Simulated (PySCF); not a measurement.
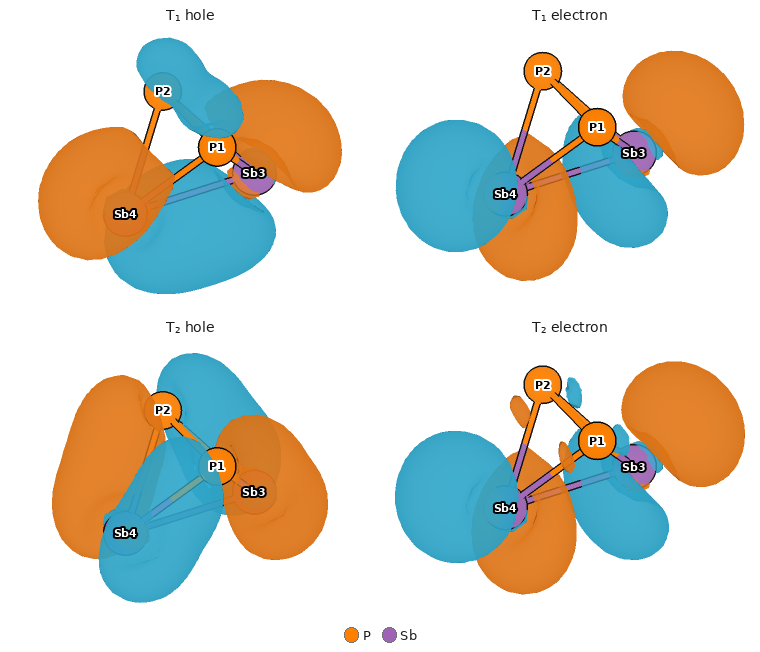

Figure 1: PPSbSb tetrahedron (P₂Sb₂). Leading natural transition orbitals (TDA triplet states).

Computed with PySCF, CAM-B3LYP/def2-TZVP, geometry: GFN2-xTB. Core potentials replace the inner electrons of Sb; spin–orbit coupling isn't included. No frequency check shows the geometry to be a minimum. GFN2-xTB bond lengths at metals and heavier atoms can be off by up to 0.1 Å and shapes distorted, which carries into these values. Without diffuse functions Rydberg states are missing, so the states' numbers hold for this basis only.

Give the energy and character of each state.

By state:
- T₁: 2.74 eV (452 nm), spin-forbidden from the singlet ground state, partly diffuse acceptor orbital, which a basis without diffuse functions describes poorly; the leading pair carries 98 %; hole on Sb3 and Sb4 (42 % each) and P1 and P2 (8 % each), electron on Sb3 and Sb4 (46 % each) (atom shares of so diffuse an orbital are rough); their centroids lie 0.1 Å apart.
- T₂: 3.38 eV (367 nm), spin-forbidden from the singlet ground state, partly diffuse acceptor orbital, which a basis without diffuse functions describes poorly; the leading pair carries 86 %; hole on Sb3 and Sb4 (27 % each) and P1 and P2 (23 % each), electron on Sb3 and Sb4 (43 % each) and P1 and P2 (7 % each) (atom shares of so diffuse an orbital are rough); their centroids lie 0.6 Å apart.
